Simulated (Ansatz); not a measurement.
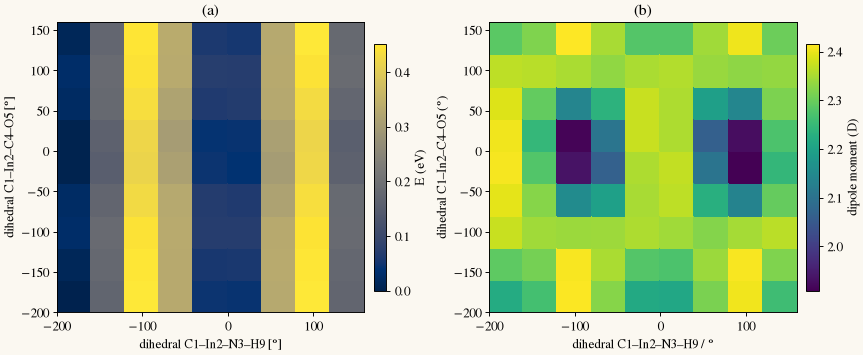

C₂H₆InNO, SMILES [CH3][In]([NH2])[CH]=O. 
- The first coordinate is: dihedral C1–In2–N3–H9; the second: dihedral C1–In2–C4–O5.
- Nothing is relaxed (all other coordinates rigid).
- The grid has 9 × 9 points.
- All energies are given in eV relative to the lowest grid point.
- Level of theory: Ansatz 0.2.0, RKS B3LYP-D4/def2-SVP.

Panel (a) is the energy and panel (b) the computed dipole moment on the same grid.

In the figure: one coloured cell a grid point.

How does the dipole moment vary over the map, and what is it at the lowest grid point?

Answer. Leaving out the highest fifth of the energies, it runs from 1.93 D at dihedral C1–In2–N3–H9 = 100°, dihedral C1–In2–C4–O5 = 20° to 2.41 D at dihedral C1–In2–N3–H9 = −180°, dihedral C1–In2–C4–O5 = −20°. At the lowest grid point, dihedral C1–In2–N3–H9 = −180°, dihedral C1–In2–C4–O5 = −180°, it is 2.22 D.
